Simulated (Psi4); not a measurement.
# A Psi4 job on [AlNHO3]− (SMILES O=[N+]([O-])[O-].[AlH])

Wanted: the interaction energy of [AlNHO3]−.

Program for the calculation: Psi4 1.11.

17 further runs of the same task are left out: 6 that didn't finish, 11 set aside as unsound or not needed.

## Step 1: The structure to begin with

The species is [AlNHO3]− (6 atoms), meant as a singlet with charge -1. SMILES: `O=[N+]([O-])[O-].[AlH]`.

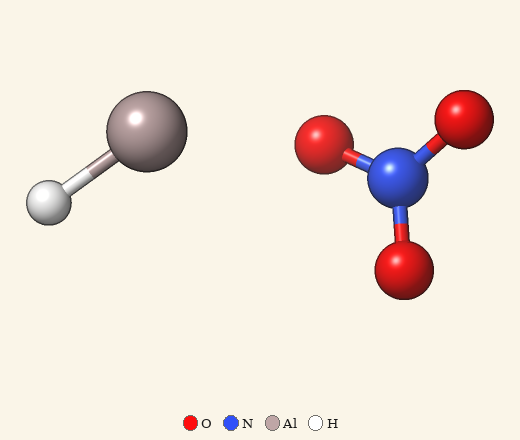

Viewed from a chosen angle; oxygen red, nitrogen blue, aluminium light grey, hydrogen white.

## Step 2: The input as written

Contents of job.py:

```python
import psi4

psi4.set_memory(1600000000)
psi4.set_num_threads(1)
psi4.set_output_file('psi4.out', False)

m = psi4.geometry("""
-1 1
O      0.295750     0.520330     1.080370
N     -0.005970    -0.003400     0.003140
O      0.467940    -1.101740    -0.303400
O     -0.757710     0.584820    -0.780120
--
0 1
Al     0.288660     2.643540    -2.152750
H     -0.079850     4.196100    -1.913870
units angstrom
symmetry c1
no_reorient
no_com
""")

psi4.set_options(dict(basis='STO-3G', docc=[22]))

energy_value = psi4.energy('BLYP', bsse_type=['cp', 'nocp'])
print(f'total energy {energy_value:.8f} hartree = {energy_value * 27.211386:.5f} eV')
```

The run is started by

```
$ python job.py
```

psi4.out:

```text
Psi4 1.11 release

  //>>>>>>>>>>>>>>>>>>>>>>>>>>>>>>>>>>>//
  //   ManyBody Setup: N-Body Levels 2 //
  //<<<<<<<<<<<<<<<<<<<<<<<<<<<<<<<<<<<//

    Model chemistry "(auto)" (§A):          5
        Number of 1-body computations:      4 (nocp: 2, cp: 2, vmfc_compute: 0)
        Number of 2-body computations:      1 (nocp: 1, cp: 1, vmfc_compute: 0)
```

On the terminal:

```text
Psi4 1.11 release

   => Loading Basis Set <=

    Name: STO-3G
    Role: ORBITAL
    Keyword: BASIS

Traceback (most recent call last):
RuntimeError:
Fatal Error: Got 22 alpha electrons, expected 16.
DOCC and SOCC must specify the occupation of all electrons or none.
```

Run time: 2.4 s. Hardware: 1 thread of AMD EPYC 9B14 (Zen 4), shared host; peak memory 0.14 GiB.

## Step 3: Diagnosis

The program refused the input.

The log says `Fatal Error: Got 22 alpha electrons, expected 16.`. The fault: the orbital occupation or active space doesn't match the electron count or the lowest state. To mend it: docc at its default in place of (22).
